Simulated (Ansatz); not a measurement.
## Geometry relaxation, with input and output: BSiH$_{5}$ClF (part 2 of 2)

BSiH$_{5}$ClF; RHF/def2-SVP (Ansatz 0.2.0). It belongs to a series of runs on one base structure; here: end point B relaxed.

Geometry of the input (Å):
```
B  0.0767  0.4432  -0.2807
Cl -0.3282  -0.4729  2.6156
F  1.2078  -0.1586  -0.6049
H  -0.9363  -0.1430  -0.5430
Si 0.1156  2.2995  0.4278
H  0.9106  2.4025  1.6832
H  0.7794  3.2052  -0.5421
H  -1.2381  2.8383  0.7153
H  0.0550  0.7925  2.6354
```

### Trajectory as extended XYZ, continued
```
9
Properties=species:S:1:pos:R:3:forces:R:3 step=12 energy=-23814.32035
B     0.1037    0.4847   -0.4232    0.0060  -0.0440   0.1118
Cl   -0.6102   -0.4267    2.7667    0.1172   0.1082   0.0952
F     1.2473   -0.1589   -0.5532   -0.0158   0.0180  -0.0241
H    -0.8898   -0.1088   -0.7475    0.0134   0.0199  -0.0466
Si    0.1235    2.4139    0.2857    0.0049   0.0157  -0.0377
H     0.9981    2.5255    1.4841   -0.0043  -0.0057  -0.0146
H     0.6600    3.3302   -0.7566   -0.0083   0.0026   0.0091
H    -1.2401    2.8711    0.6513    0.0047  -0.0032   0.0026
H     0.2500    0.2758    3.3994   -0.1178  -0.1115  -0.0957
9
Properties=species:S:1:pos:R:3:forces:R:3 step=13 energy=-23814.31310 accepted=F
B     0.1035    0.4734   -0.3808    0.0492   0.1147  -0.4020
Cl   -0.6512   -0.3893    2.7624    0.3133   0.2024   0.2195
F     1.2523   -0.1617   -0.5199   -0.0637  -0.0301   0.1371
H    -0.8780   -0.0945   -0.7871    0.0364  -0.0221   0.1552
Si    0.1206    2.4184    0.2838   -0.0122  -0.0571   0.1369
H     1.0104    2.5507    1.4688   -0.0050   0.0322  -0.0063
H     0.6366    3.3250   -0.7768   -0.0061  -0.0413  -0.0182
H    -1.2417    2.8703    0.6596    0.0019   0.0128   0.0029
H     0.2901    0.2145    3.3968   -0.3138  -0.2115  -0.2250
9
Properties=species:S:1:pos:R:3:forces:R:3 step=14 energy=-23814.32236
B     0.1048    0.4830   -0.4109    0.0081  -0.0082  -0.0089
Cl   -0.6313   -0.4166    2.7749    0.0977   0.0835   0.0682
F     1.2487   -0.1623   -0.5308   -0.0184   0.0044   0.0136
H    -0.8844   -0.1024   -0.7631    0.0150   0.0087  -0.0010
Si    0.1222    2.4169    0.2842   -0.0041  -0.0012   0.0091
H     1.0020    2.5370    1.4776    0.0002   0.0032  -0.0077
H     0.6505    3.3294   -0.7651   -0.0046  -0.0045  -0.0025
H    -1.2409    2.8720    0.6539    0.0022  -0.0007   0.0011
H     0.2708    0.2497    3.3859   -0.0961  -0.0853  -0.0720
9
Properties=species:S:1:pos:R:3:forces:R:3 step=15 energy=-23814.32357
B     0.1055    0.4829   -0.4042    0.0074  -0.0005  -0.0266
Cl   -0.6461   -0.3957    2.7698    0.0771   0.0591   0.0568
F     1.2484   -0.1674   -0.5053   -0.0173  -0.0009   0.0168
H    -0.8804   -0.0983   -0.7731    0.0180   0.0079   0.0080
Si    0.1204    2.4191    0.2837   -0.0099  -0.0073   0.0170
H     1.0034    2.5463    1.4736    0.0026   0.0051  -0.0062
H     0.6425    3.3282   -0.7712   -0.0017  -0.0010  -0.0077
H    -1.2429    2.8718    0.6551    0.0010   0.0012   0.0008
H     0.2917    0.2199    3.3784   -0.0773  -0.0637  -0.0590
9
Properties=species:S:1:pos:R:3:forces:R:3 step=16 energy=-23814.32483
B     0.1080    0.4849   -0.3980    0.0093  -0.0165  -0.0141
Cl   -0.6744   -0.3780    2.7810    0.1384   0.0862   0.0796
F     1.2488   -0.1738   -0.4692   -0.0289   0.0056   0.0123
H    -0.8736   -0.0921   -0.7854    0.0261   0.0117   0.0049
Si    0.1187    2.4237    0.2818   -0.0145  -0.0048   0.0129
H     1.0066    2.5617    1.4665    0.0033   0.0031  -0.0035
H     0.6316    3.3284   -0.7811    0.0011   0.0023  -0.0101
H    -1.2452    2.8726    0.6554    0.0012   0.0012   0.0016
H     0.3220    0.1795    3.3557   -0.1359  -0.0888  -0.0836
9
Properties=species:S:1:pos:R:3:forces:R:3 step=17 energy=-23814.32508
B     0.1100    0.4849   -0.3911    0.0058  -0.0078  -0.0002
Cl   -0.6974   -0.3334    2.7734    0.2738   0.1205   0.1579
F     1.2488   -0.1795   -0.4373   -0.0243   0.0001   0.0069
H    -0.8673   -0.0896   -0.7932    0.0281   0.0111   0.0021
Si    0.1155    2.4263    0.2812   -0.0161  -0.0031   0.0064
H     1.0049    2.5745    1.4634    0.0039   0.0026  -0.0070
H     0.6223    3.3273   -0.7880    0.0018   0.0041  -0.0092
H    -1.2501    2.8713    0.6535    0.0018   0.0023   0.0011
H     0.3558    0.1250    3.3446   -0.2748  -0.1298  -0.1579
9
Properties=species:S:1:pos:R:3:forces:R:3 step=18 energy=-23814.33019
B     0.1123    0.4929   -0.3712    0.1019  -0.0676   0.0022
Cl   -0.7319   -0.3127    2.8095    0.0136   0.0136   0.0045
F     1.2369   -0.2002   -0.3291   -0.0956   0.0668   0.0081
H    -0.8443   -0.0670   -0.8357   -0.0039   0.0074   0.0008
Si    0.1112    2.4440    0.2715    0.0129  -0.0029  -0.0027
H     1.0196    2.6226    1.4343    0.0004   0.0003   0.0001
H     0.5925    3.3285   -0.8244   -0.0085  -0.0061   0.0000
H    -1.2523    2.8824    0.6563   -0.0089   0.0041  -0.0002
H     0.3984    0.0165    3.2954   -0.0118  -0.0156  -0.0129
9
Properties=species:S:1:pos:R:3:forces:R:3 step=19 energy=-23814.33044
B     0.1124    0.4928   -0.3682    0.1015  -0.0717   0.0071
Cl   -0.7340   -0.3089    2.8076    0.0078   0.0116   0.0027
F     1.2360   -0.2017   -0.3203   -0.0980   0.0690   0.0055
H    -0.8432   -0.0668   -0.8352   -0.0022   0.0081  -0.0011
Si    0.1108    2.4446    0.2721    0.0130  -0.0025  -0.0057
H     1.0199    2.6244    1.4341    0.0002   0.0016   0.0000
H     0.5911    3.3278   -0.8254   -0.0079  -0.0055   0.0012
H    -1.2526    2.8831    0.6569   -0.0083   0.0038   0.0001
H     0.4022    0.0116    3.2851   -0.0061  -0.0143  -0.0097
9
Properties=species:S:1:pos:R:3:forces:R:3 step=20 energy=-23814.31082 accepted=F
B     0.1068    0.4818   -0.2932    0.1521   0.0770  -0.4663
Cl   -0.7782   -0.2242    2.7982    0.8794   0.0689   0.2544
F     1.2283   -0.2143   -0.2020   -0.1654   0.0084   0.1348
H    -0.8153   -0.0521   -0.8599    0.0472  -0.0202   0.2083
Si    0.1042    2.4552    0.2772   -0.0273  -0.0373   0.1264
H     1.0265    2.6747    1.4223   -0.0056   0.0306  -0.0117
H     0.5607    3.3087   -0.8548   -0.0027  -0.0565   0.0033
H    -1.2586    2.8958    0.6634   -0.0023   0.0166   0.0014
H     0.4681   -0.1187    3.1555   -0.8754  -0.0875  -0.2506
9
Properties=species:S:1:pos:R:3:forces:R:3 step=21 energy=-23814.33112
B     0.1160    0.4974   -0.3588    0.0294  -0.0925   0.1530
Cl   -0.7509   -0.2665    2.8037    0.1967   0.0386   0.0840
F     1.2264   -0.2104   -0.2507   -0.0560   0.0519  -0.0481
H    -0.8331   -0.0619   -0.8400    0.0237   0.0223  -0.0478
Si    0.1080    2.4521    0.2705    0.0138   0.0287  -0.0505
H     1.0221    2.6512    1.4255   -0.0037  -0.0107  -0.0099
H     0.5759    3.3239   -0.8412   -0.0014   0.0151   0.0046
H    -1.2563    2.8894    0.6553   -0.0031  -0.0081  -0.0003
H     0.4345   -0.0684    3.2425   -0.1995  -0.0454  -0.0849
9
Properties=species:S:1:pos:R:3:forces:R:3 step=22 energy=-23814.33304
B     0.1158    0.4956   -0.3366    0.0744  -0.0518  -0.0018
Cl   -0.7662   -0.2409    2.8167    0.2881   0.0321   0.0952
F     1.2280   -0.2099   -0.2224   -0.0929   0.0487   0.0013
H    -0.8234   -0.0595   -0.8425    0.0187   0.0054   0.0097
Si    0.1058    2.4579    0.2686    0.0048   0.0055   0.0026
H     1.0230    2.6669    1.4194   -0.0050   0.0050  -0.0102
H     0.5684    3.3207   -0.8525   -0.0015  -0.0021   0.0023
H    -1.2588    2.8947    0.6530    0.0000  -0.0019  -0.0011
H     0.4500   -0.1187    3.2030   -0.2866  -0.0408  -0.0980
9
Properties=species:S:1:pos:R:3:forces:R:3 step=23 energy=-23814.33800
B     0.1221    0.5005   -0.3094   -0.0332   0.0804   0.0163
Cl   -0.7767   -0.2085    2.8598    0.0126   0.0063  -0.0018
F     1.2135   -0.2185   -0.1240   -0.0151  -0.0155   0.0040
H    -0.8014   -0.0448   -0.8529    0.0308  -0.0226   0.0037
Si    0.1027    2.4769    0.2602    0.0096  -0.0847  -0.0289
H     1.0240    2.7161    1.3976    0.0274   0.0174   0.0321
H     0.5503    3.3151   -0.8829    0.0061   0.0256  -0.0238
H    -1.2623    2.9088    0.6427   -0.0308   0.0064   0.0038
H     0.4705   -0.2388    3.1154   -0.0074  -0.0134  -0.0054
9
Properties=species:S:1:pos:R:3:forces:R:3 step=24 energy=-23814.33981
B     0.1265    0.5105   -0.2865   -0.0567  -0.0225  -0.0320
Cl   -0.7791   -0.2043    2.8693   -0.1473   0.0241  -0.0321
F     1.2166   -0.2093   -0.0933   -0.0063   0.0068   0.0209
H    -0.7962   -0.0464   -0.8233    0.0470   0.0194   0.0234
Si    0.1044    2.4927    0.2492    0.0036  -0.0165  -0.0015
H     1.0300    2.7629    1.3770    0.0167   0.0033   0.0193
H     0.5402    3.3125   -0.9123    0.0044   0.0158  -0.0226
H    -1.2621    2.9253    0.6295   -0.0156  -0.0027   0.0019
H     0.4621   -0.3371    3.0972    0.1543  -0.0277   0.0227
9
Properties=species:S:1:pos:R:3:forces:R:3 step=25 energy=-23814.31456 accepted=F
B     0.1301    0.5180   -0.2632    0.0447  -0.0835   0.2157
Cl   -0.7608   -0.1183    2.8878    1.2361  -0.3836   0.1249
F     1.1828   -0.2251    0.0507   -0.1618   0.1130  -0.1198
H    -0.7733   -0.0353   -0.8350    0.0980   0.0010  -0.0326
Si    0.0995    2.5117    0.2386    0.0426  -0.0534  -0.0673
H     1.0202    2.8073    1.3636    0.0138   0.0048   0.0059
H     0.5251    3.3168   -0.9377    0.0006   0.0213  -0.0076
H    -1.2735    2.9307    0.6091   -0.0255   0.0035   0.0048
H     0.4924   -0.4991    2.9927   -1.2485   0.3771  -0.1241
9
Properties=species:S:1:pos:R:3:forces:R:3 step=26 energy=-23814.34219
B     0.1213    0.5126   -0.2715   -0.0056  -0.0216  -0.0072
Cl   -0.7668   -0.1892    2.8694   -0.0369   0.0110   0.0028
F     1.1955   -0.2172   -0.0269   -0.0232   0.0132   0.0001
H    -0.7855   -0.0403   -0.8371    0.0322   0.0119   0.0168
Si    0.1021    2.4996    0.2461    0.0012  -0.0080  -0.0032
H     1.0275    2.7781    1.3729    0.0052   0.0025   0.0056
H     0.5373    3.3116   -0.9222   -0.0001   0.0051  -0.0106
H    -1.2662    2.9323    0.6217   -0.0072   0.0016   0.0023
H     0.4774   -0.3806    3.0544    0.0345  -0.0156  -0.0066
9
Properties=species:S:1:pos:R:3:forces:R:3 step=27 energy=-23814.34283
B     0.1223    0.5161   -0.2508    0.0765  -0.0458  -0.0486
Cl   -0.7678   -0.1636    2.9056    0.3085  -0.0661   0.0177
F     1.1895   -0.2164    0.0253   -0.0834   0.0416   0.0078
H    -0.7692   -0.0384   -0.8379    0.0162   0.0050   0.0339
Si    0.1009    2.5087    0.2408   -0.0068   0.0196   0.0276
H     1.0284    2.8042    1.3629   -0.0097   0.0003  -0.0156
H     0.5289    3.3089   -0.9396   -0.0041  -0.0159   0.0048
H    -1.2695    2.9397    0.6142    0.0088   0.0005  -0.0012
H     0.4789   -0.4524    2.9864   -0.3061   0.0610  -0.0264
9
Properties=species:S:1:pos:R:3:forces:R:3 step=28 energy=-23814.33460 accepted=F
B     0.1355    0.5289   -0.2565   -0.0793  -0.2409   0.3910
Cl   -0.7473   -0.1343    2.9075    0.4198  -0.1400   0.0304
F     1.1735   -0.2166    0.0967   -0.0612   0.1262  -0.1603
H    -0.7669   -0.0471   -0.8065    0.0966   0.0681  -0.1176
Si    0.0987    2.5211    0.2329    0.0777   0.0731  -0.1054
H     1.0235    2.8285    1.3547   -0.0233  -0.0194  -0.0295
H     0.5258    3.3137   -0.9535   -0.0126   0.0241   0.0230
H    -1.2749    2.9488    0.6000    0.0141  -0.0299  -0.0054
H     0.4746   -0.5361    2.9314   -0.4318   0.1387  -0.0262
9
Properties=species:S:1:pos:R:3:forces:R:3 step=29 energy=-23814.34543
B     0.1259    0.5198   -0.2386    0.0203  -0.0204  -0.0148
Cl   -0.7625   -0.1622    2.9059    0.0813  -0.0175   0.0064
F     1.1878   -0.2117    0.0550   -0.0346   0.0141   0.0020
H    -0.7645   -0.0401   -0.8217    0.0191   0.0057   0.0152
Si    0.1013    2.5166    0.2368   -0.0008   0.0064   0.0066
H     1.0331    2.8243    1.3510   -0.0029   0.0023  -0.0048
H     0.5211    3.3062   -0.9530   -0.0016  -0.0045  -0.0018
H    -1.2682    2.9470    0.6123    0.0001   0.0008   0.0018
H     0.4684   -0.4930    2.9590   -0.0809   0.0131  -0.0107
9
Properties=species:S:1:pos:R:3:forces:R:3 step=30 energy=-23814.34667
B     0.1308    0.5243   -0.2221   -0.0059  -0.0013   0.0036
Cl   -0.7601   -0.1592    2.9241    0.0825  -0.0207  -0.0016
F     1.1870   -0.2064    0.0925   -0.0093   0.0008   0.0031
H    -0.7560   -0.0419   -0.8036    0.0139   0.0031  -0.0003
Si    0.1023    2.5266    0.2306    0.0031   0.0018   0.0020
H     1.0378    2.8505    1.3368    0.0000   0.0021  -0.0038
H     0.5124    3.3039   -0.9705   -0.0021  -0.0038  -0.0006
H    -1.2672    2.9549    0.6086   -0.0027   0.0007   0.0000
H     0.4555   -0.5459    2.9102   -0.0794   0.0173  -0.0023
9
Properties=species:S:1:pos:R:3:forces:R:3 step=31 energy=-23814.34744
B     0.1371    0.5305   -0.1971   -0.0578   0.0636   0.0182
Cl   -0.7450   -0.1434    2.9389    0.1556  -0.0669  -0.0066
F     1.1843   -0.1973    0.1479    0.0483  -0.0409   0.0072
H    -0.7428   -0.0431   -0.7808    0.0071  -0.0056  -0.0148
Si    0.1024    2.5410    0.2229    0.0153  -0.0210  -0.0167
H     1.0443    2.8899    1.3153    0.0034   0.0028   0.0004
H     0.4974    3.2982   -0.9959   -0.0020   0.0016  -0.0006
H    -1.2666    2.9668    0.6036   -0.0132   0.0028   0.0033
H     0.4314   -0.6357    2.8519   -0.1567   0.0637   0.0097
9
Properties=species:S:1:pos:R:3:forces:R:3 step=32 energy=-23814.34789
B     0.1383    0.5321   -0.1963   -0.0422   0.0532  -0.0047
Cl   -0.7439   -0.1456    2.9542    0.0662  -0.0278  -0.0086
F     1.1868   -0.1955    0.1461    0.0346  -0.0360   0.0161
H    -0.7409   -0.0414   -0.7813    0.0047  -0.0069  -0.0057
Si    0.1030    2.5424    0.2211    0.0067  -0.0101  -0.0037
H     1.0447    2.8943    1.3127    0.0018   0.0018  -0.0009
H     0.4967    3.2984   -0.9989   -0.0011  -0.0018  -0.0020
H    -1.2668    2.9672    0.6010   -0.0075   0.0024   0.0032
H     0.4248   -0.6450    2.8480   -0.0633   0.0251   0.0063
9
Properties=species:S:1:pos:R:3:forces:R:3 step=33 energy=-23814.34791
B     0.1373    0.5326   -0.1968   -0.0238   0.0449  -0.0092
Cl   -0.7414   -0.1413    2.9568    0.0468  -0.0202  -0.0070
F     1.1841   -0.1970    0.1475    0.0330  -0.0346   0.0184
H    -0.7403   -0.0403   -0.7848   -0.0011  -0.0014  -0.0039
Si    0.1041    2.5426    0.2219   -0.0059  -0.0347  -0.0087
H     1.0438    2.8931    1.3151    0.0064   0.0069   0.0016
H     0.4973    3.2984   -0.9978    0.0025   0.0055  -0.0041
H    -1.2672    2.9623    0.6001   -0.0137   0.0166   0.0079
H     0.4249   -0.6435    2.8447   -0.0441   0.0171   0.0049
9
Properties=species:S:1:pos:R:3:forces:R:3 step=34 energy=-23814.34806
B     0.1377    0.5359   -0.1933   -0.0315   0.0062   0.0189
Cl   -0.7350   -0.1499    2.9540   -0.0572   0.0234   0.0096
F     1.1790   -0.1965    0.1632    0.0232  -0.0119  -0.0015
H    -0.7385   -0.0374   -0.7833    0.0069   0.0012  -0.0115
Si    0.1031    2.5464    0.2181    0.0061   0.0025  -0.0045
H     1.0449    2.9033    1.3079    0.0009   0.0005  -0.0001
H     0.4955    3.2979   -1.0048   -0.0010   0.0021  -0.0044
H    -1.2674    2.9714    0.5967   -0.0015  -0.0003   0.0025
H     0.4232   -0.6644    2.8483    0.0542  -0.0236  -0.0090
9
Properties=species:S:1:pos:R:3:forces:R:3 step=35 energy=-23814.34822
B     0.1377    0.5368   -0.1821   -0.0055   0.0127  -0.0319
Cl   -0.7368   -0.1579    2.9582   -0.0046   0.0011   0.0024
F     1.1800   -0.1938    0.1764    0.0061  -0.0059   0.0121
H    -0.7338   -0.0371   -0.7784   -0.0012  -0.0041   0.0077
Si    0.1032    2.5500    0.2158    0.0028   0.0123   0.0170
H     1.0495    2.9152    1.2992   -0.0008  -0.0008  -0.0015
H     0.4903    3.2946   -1.0134   -0.0029  -0.0085  -0.0028
H    -1.2657    2.9786    0.5980    0.0033  -0.0055  -0.0013
H     0.4181   -0.6795    2.8331    0.0030  -0.0012  -0.0017
9
Properties=species:S:1:pos:R:3:forces:R:3 step=36 energy=-23814.34830
B     0.1394    0.5385   -0.1825   -0.0065   0.0003  -0.0035
Cl   -0.7373   -0.1605    2.9708    0.0267  -0.0109  -0.0054
F     1.1774   -0.1942    0.1855    0.0029  -0.0011   0.0039
H    -0.7305   -0.0361   -0.7805    0.0024   0.0010  -0.0006
Si    0.1042    2.5518    0.2152   -0.0001   0.0031   0.0034
H     1.0515    2.9194    1.2967    0.0004  -0.0009  -0.0016
H     0.4877    3.2936   -1.0167   -0.0013  -0.0014  -0.0007
H    -1.2651    2.9772    0.5985    0.0017  -0.0015   0.0005
H     0.4150   -0.6829    2.8195   -0.0263   0.0114   0.0040
```

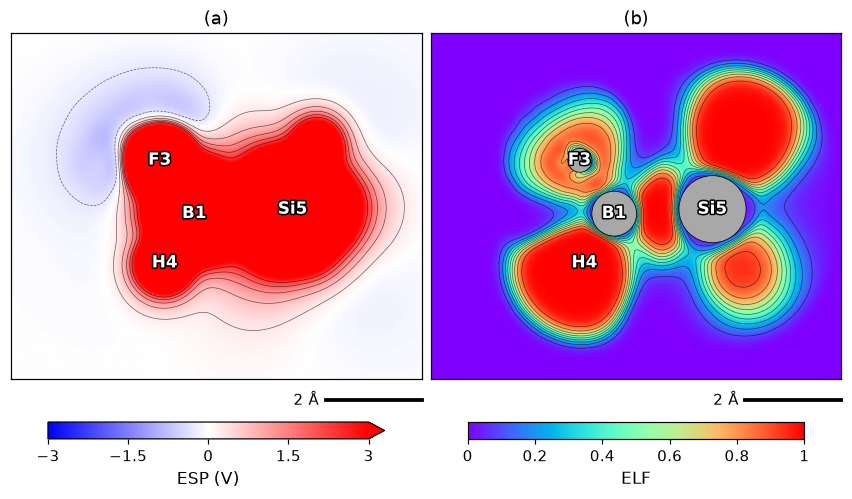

*(a) molecular electrostatic potential; (b) ELF on the plane of atoms F3, B1 and H4. Grey discs, where drawn, cover atomic cores.*

B–F (1.32 Å): the ELF peaks at about 0.90 between the atoms (a shared but strongly polarised pair). Si–B (2.05 Å): the ELF peaks at about 1 between the atoms, which marks a covalent bond. B–H (1.20 Å): the ELF climbs to about 1 towards the hydrogen, as it does in any bond to H; a covalent bond by its length.

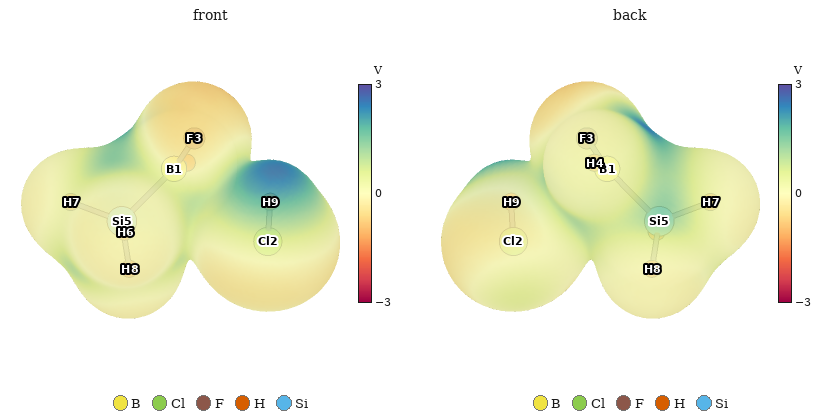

*The electrostatic potential painted on the density surface at 0.002 e/bohr³, seen at a tilt and from behind; red is negative and blue positive.*

### Summary

| quantity | value |
| --- | --- |
| outcome | converged |
| total energy | −23814.3483 eV |
| mean-field energy | −23814.3483 eV |
| largest force (length of the vector) at the end | 0.029 eV/Å |
| wall time | 75 s |
| peak memory | 0.16 GiB |
